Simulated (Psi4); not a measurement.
# CH5B (BH2Me) at 6 levels

Aim: a comparison of 6 runs (HF/6-311+G**, B3LYP/6-31G*, B3LYP/aug-cc-pVDZ, EOM-CC2/6-31G, CC3/DZVP, OMP2/pcSseg-1) of CH5B (BH2Me). 

Program for the calculation: Psi4 1.11.

4 further runs of the same task are left out: 3 that didn't finish, 1 set aside as unsound or not needed.

**1. The molecule**

CH5B: 7 atoms, total charge 0, spin state singlet. As SMILES, `[H]B([H])C`. The coordinates come from a GFN2-xTB relaxation.

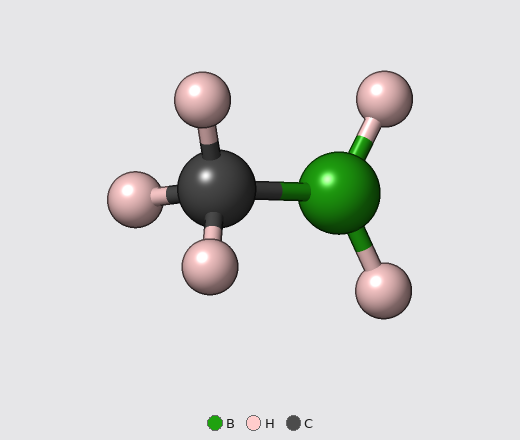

The structure, seen from a chosen angle (boron green, hydrogen pink, carbon dark grey).

**2. Energy and forces at HF/6-311+G(d,p) (run 1)**

The input, ch5b.dat:

```
memory 1.6 GB

molecule geom {
  0 1
  B
  H 1 1.170104
  H 1 1.170017 2 119.35786
  C 1 1.564883 3 120.56625 2 -177.75211
  H 4 1.092553 1 107.02663 3 93.3798
  H 4 1.087447 5 106.36746 1 122.80718
  H 4 1.088161 6 108.63147 5 -113.50737
  symmetry c1
}

set basis 6-311+G**
set reference rhf
set puream true
set e_convergence 1e-09
set d_convergence 1e-08
set scf_type pk

gradient("hf")
print_variables()
```

Command:

```bash
$ psi4 -i ch5b.dat -o ch5b.out -n 1
```

ch5b.out:

```text
[...]
  Running in c1 symmetry.
[...]
  Nuclear repulsion =   31.931008171510548
[...]
  Multiplicity = 1
[...]
  Nalpha       = 8
  Nbeta        = 8
[...]
    Number of basis functions: 74
[...]
   @RHF iter   1:   -65.37217744880684   -7.44888e-01   5.13320e-03 DIIS/ADIIS
[...]
   @RHF iter  11:   -65.45930262275721   -2.20268e-12   2.55765e-09 DIIS
[...]
    Orbital Energies [Eh]
    ---------------------
    Doubly Occupied:
       1A    -11.195274     2A     -7.594673     3A     -0.951207
       4A     -0.672369     5A     -0.571357     6A     -0.547339
       7A     -0.474730     8A     -0.466590
[...]
  @RHF Final Energy:   -65.45930262275721
   => Energetics <=
    Nuclear Repulsion Energy =             31.9310081715105483
    One-Electron Energy =                -149.8335449569360946
    Two-Electron Energy =                  52.4432341626683396
    Total Energy =                        -65.4593026227572068
[...]
 Multipole Moments:
 ------------------------------------------------------------------------------------
     Multipole            Electronic (a.u.)      Nuclear  (a.u.)        Total (a.u.)
 ------------------------------------------------------------------------------------
 L = 1.  Multiply by 2.5417464519 to convert [e a0] to [Debye]
 Dipole X            :         -0.1603411            0.1878689            0.0275278
 Dipole Y            :          0.9913920           -1.1286695           -0.1372775
 Dipole Z            :          0.5525267           -0.6255227           -0.0729960
 Magnitude           :                                                    0.1578965
[...]
  -Total Gradient:
     Atom            X                  Y                   Z
    ------   -----------------  -----------------  -----------------
       1        0.000032501025     0.009571120841     0.005603514494
       2       -0.000134723523    -0.001389633793    -0.011821239157
       3       -0.000218047962    -0.010962818960     0.004512854686
       4        0.003738446544     0.005416594508     0.003690922984
       5       -0.002167855743    -0.000572624936    -0.000513326559
       6       -0.000620779248    -0.000966866312    -0.000797541947
       7       -0.000629541094    -0.001095771348    -0.000675184502
[...]
```

Wall time 2.5 s (1 thread of Intel Xeon 6975P-C (Granite Rapids), shared host); peak memory 0.24 GiB.

**3. The energy at B3LYP/6-31G(d) (Cartesian functions) (run 2)**

The input, ch5b.xyz:

```xyz
7
CH5B
B      0.444840     0.781100     0.006260
H      1.614940     0.782320     0.008990
H     -0.129680     1.798100    -0.061390
C     -0.337160    -0.573970     0.039720
H     -0.405600    -0.929380    -0.991140
H     -1.358290    -0.496260     0.405500
H      0.170950    -1.361910     0.592050
```

The input, run.py:

```python
import psi4

psi4.set_memory('1600 MB')
psi4.set_num_threads(1)
psi4.set_output_file('run.log', False)

with open('ch5b.xyz') as f:
    atoms = ''.join(f.readlines()[2:])
molecule = psi4.geometry('0 1\n' + atoms + 'symmetry c1\nno_reorient\nno_com')

psi4.set_options({
    'puream': False,
    'e_convergence': 1e-09,
    'd_convergence': 1e-08,
    'scf_type': 'pk',
    'dft_radial_points': 99,
    'dft_spherical_points': 590,
})

energy_value, wavefunction = psi4.energy('b3lyp/6-31G*', return_wfn=True)
psi4.oeprop(wavefunction, 'MAYER_INDICES', 'QUADRUPOLE', 'WIBERG_LOWDIN_INDICES', title='B3LYP')
print(f'total energy {energy_value:.8f} hartree = {energy_value * 27.211386:.5f} eV')
for k, v in sorted(psi4.core.scalar_variables().items()):
    print(f'{k:45s} {v:18.10f}')
```

Command:

```bash
$ python run.py
```

run.log:

```text
[...]
  Running in c1 symmetry.
[...]
  Nuclear repulsion =   31.931012594416508
[...]
  Multiplicity = 1
[...]
  Nalpha       = 8
  Nbeta        = 8
[...]
    Number of basis functions: 40
[...]
   @RKS iter   1:   -65.75719293847160   -4.14218e-01   1.48584e-02 ADIIS/DIIS
[...]
   @RKS iter   9:   -65.94559416415635   -1.81899e-12   8.46238e-09 DIIS
[...]
    Orbital Energies [Eh]
    ---------------------
    Doubly Occupied:
       1A    -10.158239     2A     -6.750187     3A     -0.699408
       4A     -0.483373     5A     -0.412038     6A     -0.400262
       7A     -0.329176     8A     -0.321654
[...]
  @RKS Final Energy:   -65.94559416415635
   => Energetics <=
    Nuclear Repulsion Energy =             31.9310125944165080
    One-Electron Energy =                -150.0259809755248455
    Two-Electron Energy =                  61.3406850988369499
    DFT Exchange-Correlation Energy =      -9.1913108818849452
    Empirical Dispersion Energy =           0.0000000000000000
    VV10 Nonlocal Energy =                  0.0000000000000000
    Total Energy =                        -65.9455941641563470
[...]
 Multipole Moments:
 ------------------------------------------------------------------------------------
     Multipole            Electronic (a.u.)      Nuclear  (a.u.)        Total (a.u.)
 ------------------------------------------------------------------------------------
 L = 1.  Multiply by 2.5417464519 to convert [e a0] to [Debye]
 Dipole X            :         -0.2893033            0.1768028           -0.1125006
 Dipole Y            :         -0.6965421            0.4810298           -0.2155123
 Dipole Z            :         -0.4612710            0.4225995           -0.0386716
 Magnitude           :                                                    0.2461655
 L = 2.  Multiply by 1.3450342976 to convert [e a0^2] to [Debye ang]
 Quadrupole XX       :        -34.1326969           22.6227293          -11.5099676
 Quadrupole XY       :        -17.1742437           16.9513671           -0.2228766
[...]
```

On the terminal:

```text
total energy -65.94559416 hartree = -1794.47102 eV
CURRENT ENERGY                                    -65.9455941642
CURRENT REFERENCE ENERGY                          -65.9455941642
DD SOLVATION ENERGY                                 0.0000000000
DFT FUNCTIONAL TOTAL ENERGY                       -65.9455941642
DFT TOTAL ENERGY                                  -65.9455941642
DFT VV10 ENERGY                                     0.0000000000
DFT XC ENERGY                                      -9.1913108819
GRID ELECTRONS ALPHA                                7.9999999777
GRID ELECTRONS BETA                                 7.9999999777
GRID ELECTRONS TOTAL                               15.9999999554
NUCLEAR REPULSION ENERGY                           31.9310125944
ONE-ELECTRON ENERGY                              -150.0259809755
PCM POLARIZATION ENERGY                             0.0000000000
PE ENERGY                                           0.0000000000
SCF ITERATION ENERGY                              -65.9455941642
SCF ITERATIONS                                      9.0000000000
SCF TOTAL ENERGY                                  -65.9455941642
TWO-ELECTRON ENERGY                                61.3406850988
XC GRID RADIAL POINTS                              99.0000000000
XC GRID SPHERICAL POINTS                          590.0000000000
XC GRID TOTAL POINTS                           388428.0000000000
```

It took 5.1 s on 1 thread of Intel Xeon 6975P-C (Granite Rapids), shared host; peak memory 0.68 GiB.

**4. A single-point energy at B3LYP/aug-cc-pVDZ (run 3)**

The input, calc.py:

```python
import psi4

psi4.set_memory('1600 MB')
psi4.set_num_threads(1)
psi4.core.set_output_file('run.log', False)

m = psi4.geometry("""
0 1
B      0.84062577     1.47606508     0.01182969
H      3.05179431     1.47837054     0.01698864
H     -0.24505968     3.39791654    -0.11601029
C     -0.63714006    -1.08464610     0.07505992
H     -0.76647292    -1.75627367    -1.87298315
H     -2.56679610    -0.93779549     0.76628394
H      0.32304868    -2.57363691     1.11881235
units bohr
symmetry c1
no_reorient
no_com
""")

psi4.set_options({
    'basis': 'aug-cc-pVDZ',
    'reference': 'rks',
    'puream': True,
    'e_convergence': 1e-09,
    'd_convergence': 1e-08,
    'scf_type': 'pk',
    'dft_radial_points': 99,
    'dft_spherical_points': 590,
})

E, wfn = psi4.energy("b3lyp", return_wfn=True)
psi4.oeprop(wfn, "MAYER_INDICES", "DIPOLE", "LOWDIN_CHARGES", title="B3LYP")
print(f'total energy {E:.8f} hartree = {E * 27.211386:.5f} eV')
for k, v in sorted(psi4.core.scalar_variables().items()):
    print(f'{k:45s} {v:18.10f}')
```

Command:

```bash
$ python calc.py
```

run.log:

```text
[...]
  Running in c1 symmetry.
[...]
  Nuclear repulsion =   31.931012603101181
[...]
  Multiplicity = 1
[...]
  Nalpha       = 8
  Nbeta        = 8
[...]
    Number of basis functions: 91
[...]
   @RKS iter   1:   -65.62982111987694   -4.01179e-01   8.39088e-03 ADIIS/DIIS
[...]
   @RKS iter  10:   -65.94967888914992   -2.60059e-12   1.94625e-09 DIIS
[...]
    Orbital Energies [Eh]
    ---------------------
    Doubly Occupied:
       1A    -10.162297     2A     -6.757742     3A     -0.706657
       4A     -0.490812     5A     -0.418094     6A     -0.405426
       7A     -0.337899     8A     -0.327530
[...]
  @RKS Final Energy:   -65.94967888914992
   => Energetics <=
    Nuclear Repulsion Energy =             31.9310126031011805
    One-Electron Energy =                -149.9325972295604004
    Two-Electron Energy =                  61.2398634356647733
    DFT Exchange-Correlation Energy =      -9.1879576983554703
    Empirical Dispersion Energy =           0.0000000000000000
    VV10 Nonlocal Energy =                  0.0000000000000000
    Total Energy =                        -65.9496788891499222
[...]
 Multipole Moments:
 ------------------------------------------------------------------------------------
     Multipole            Electronic (a.u.)      Nuclear  (a.u.)        Total (a.u.)
 ------------------------------------------------------------------------------------
 L = 1.  Multiply by 2.5417464519 to convert [e a0] to [Debye]
 Dipole X            :         -0.2811485            0.1768028           -0.1043457
 Dipole Y            :         -0.6770993            0.4810298           -0.1960695
 Dipole Z            :         -0.4461178            0.4225995           -0.0235183
 Magnitude           :                                                    0.2233481
[...]
```

The script printed:

```text
total energy -65.94967889 hartree = -1794.58217 eV
CURRENT ENERGY                                    -65.9496788891
CURRENT REFERENCE ENERGY                          -65.9496788891
DD SOLVATION ENERGY                                 0.0000000000
DFT FUNCTIONAL TOTAL ENERGY                       -65.9496788891
DFT TOTAL ENERGY                                  -65.9496788891
DFT VV10 ENERGY                                     0.0000000000
DFT XC ENERGY                                      -9.1879576984
GRID ELECTRONS ALPHA                                8.0000003853
GRID ELECTRONS BETA                                 8.0000003853
GRID ELECTRONS TOTAL                               16.0000007705
NUCLEAR REPULSION ENERGY                           31.9310126031
ONE-ELECTRON ENERGY                              -149.9325972296
PCM POLARIZATION ENERGY                             0.0000000000
PE ENERGY                                           0.0000000000
SCF ITERATION ENERGY                              -65.9496788891
SCF ITERATIONS                                     10.0000000000
SCF TOTAL ENERGY                                  -65.9496788891
TWO-ELECTRON ENERGY                                61.2398634357
XC GRID RADIAL POINTS                              99.0000000000
XC GRID SPHERICAL POINTS                          590.0000000000
XC GRID TOTAL POINTS                           392814.0000000000
```

It took 12 s on 1 thread of Intel Xeon 6975P-C (Granite Rapids), shared host; peak memory 0.92 GiB.

Runs 4 to 5 aren't shown in full; the table further down has their settings and results.

**5. Energy and one-electron properties at OMP2/pcSseg-1 (density fitting, density fitting for correlation) (run 6)**

The input, ch5b.in:

```
memory 1600 mb

molecule m {
  0 1
  B
  H 1 1.170104
  H 1 1.170017 2 119.35786
  C 1 1.564883 3 120.56625 2 -177.75211
  H 4 1.092553 1 107.02663 3 93.3798
  H 4 1.087447 5 106.36746 1 122.80718
  H 4 1.088161 6 108.63147 5 -113.50737
  symmetry c1
  no_reorient
  no_com
}

set globals {
  reference rhf
  freeze_core true
  mp2_type df
  scf_type df
}

e_tot, wfn = energy("omp2/pcSseg-1", return_wfn=True)
oeprop(wfn, "DIPOLE", "NO_OCCUPATIONS", "QUADRUPOLE", "MULLIKEN_CHARGES", title="OMP2")
print_variables()
```

Command:

```bash
$ psi4 ch5b.in ch5b.out -n 1
```

ch5b.out:

```text
[...]
  Running in c1 symmetry.
[...]
  Nuclear repulsion =   31.931008171510545
[...]
  Multiplicity = 1
[...]
  Nalpha       = 8
  Nbeta        = 8
[...]
    Number of basis functions: 59
[...]
   @DF-RHF iter   1:   -65.35552937689282   -7.18091e-01   5.87008e-03 ADIIS/DIIS
[...]
   @DF-RHF iter  11:   -65.43015699889897   -1.91847e-12   2.37408e-09 DIIS
[...]
    Orbital Energies [Eh]
    ---------------------
    Doubly Occupied:
       1A    -11.190617     2A     -7.590049     3A     -0.951065
       4A     -0.672881     5A     -0.571653     6A     -0.547793
       7A     -0.475635     8A     -0.467258
[...]
  @DF-RHF Final Energy:   -65.43015699889897
   => Energetics <=
    Nuclear Repulsion Energy =             31.9310081715105447
    One-Electron Energy =                -149.7884276991136971
    Two-Electron Energy =                  52.4272625287041905
    Total Energy =                        -65.4301569988989655
[...]
	Warning: cc_lambda option is changed to TRUE
	For this residual convergence, default PCG convergence is:     1.00e-07
[...]
	DF-MP2 Total Energy (a.u.)         :   -65.66784682889437
[...]
	DF-MP2 Total Energy (a.u.)         :   -65.66950854684174
[...]
	DF-OMP2 Total Energy (a.u.)        :   -65.66950854688623
[...]
 Multipole Moments:
 ------------------------------------------------------------------------------------
     Multipole            Electronic (a.u.)      Nuclear  (a.u.)        Total (a.u.)
 ------------------------------------------------------------------------------------
 L = 1.  Multiply by 2.5417464519 to convert [e a0] to [Debye]
 Dipole X            :         -0.1431132            0.1878689            0.0447557
 Dipole Y            :          0.9637871           -1.1286695           -0.1648824
 Dipole Z            :          0.5399221           -0.6255227           -0.0856006
 Magnitude           :                                                    0.1910935
 L = 2.  Multiply by 1.3450342976 to convert [e a0^2] to [Debye ang]
 Quadrupole XX       :        -15.5987639            5.3969518          -10.2018121
 Quadrupole XY       :          1.2251038           -1.2823280           -0.0572242
[...]
  Mulliken Charges: (a.u.)
   Center  Symbol    Alpha    Beta     Spin     Total
       1     B     2.36571  2.36571  0.00000  0.26857
       2     H     0.52896  0.52896  0.00000 -0.05793
       3     H     0.52908  0.52908  0.00000 -0.05815
       4     C     3.25024  3.25024  0.00000 -0.50048
       5     H     0.43947  0.43947  0.00000  0.12107
       6     H     0.44366  0.44366  0.00000  0.11267
       7     H     0.44288  0.44288  0.00000  0.11424
   Total alpha =  8.00000, Total beta =  8.00000, Total charge =  0.00000
  Natural Orbital Occupations:
[...]
```

Run time: 3 s. Hardware: 1 thread of Intel Xeon 6975P-C (Granite Rapids), shared host; peak memory 0.2 GiB.

Atomic charges (e):

```csv
atom,Mulliken
B1,+0.269
H2,-0.058
H3,-0.058
C4,-0.500
H5,+0.121
H6,+0.113
H7,+0.114
```

**6. Overview of the runs**

```csv
run,level,task,Cartesian functions,energy (Eh),dipole moment (D),HOMO energy (eV),LUMO energy (eV),wall time
1,HF/6-311+G**,gradient,no,-65.459303,0.40,-12.70,1.43,2.5 s
2,B3LYP/6-31G* (Cartesian functions),energy,yes,-65.945594,0.63,-8.75,-1.07,5.1 s
3,B3LYP/aug-cc-pVDZ,energy,no,-65.949679,0.57,-8.91,-1.56,12 s
4,"EOM-CC2/6-31G (sfX2C, density fitting)",excited,yes,-65.582620,–,-12.58,2.99,4.2 s
5,CC3/DZVP,energy,no,-65.673712,–,-12.75,2.20,4.5 s
6,"OMP2/pcSseg-1 (density fitting, density fitting for correlation)",properties,no,-65.669509,0.49,-12.71,2.35,3 s
```

**7. Outcome**

| quantity | value |
| --- | --- |
| run 6: total energy | -65.66951 Eh |
| run 6: dipole moment (correlated density) | 0.49 D |
| run 6: HOMO energy (Hartree–Fock orbitals) | -12.71 eV |
| run 6: LUMO energy (Hartree–Fock orbitals) | 2.35 eV |
| run 6: HOMO–LUMO gap (Hartree–Fock orbitals) | 15.07 eV |
| run 6: correlation energy (2 core orbitals frozen) | -239.4 mEh |

In words: Over runs 1, 2, 3, 6 the dipole moment (its size) runs from 0.40 D (HF/6-311+G**) to 0.63 D (B3LYP/6-31G*). The two ends differ in method and basis. Over runs 1, 2, 3 the HOMO–LUMO gap runs from 7.36 eV (B3LYP/aug-cc-pVDZ) to 14.13 eV (HF/6-311+G**). All runs together took 32 s, the longest 12 s.
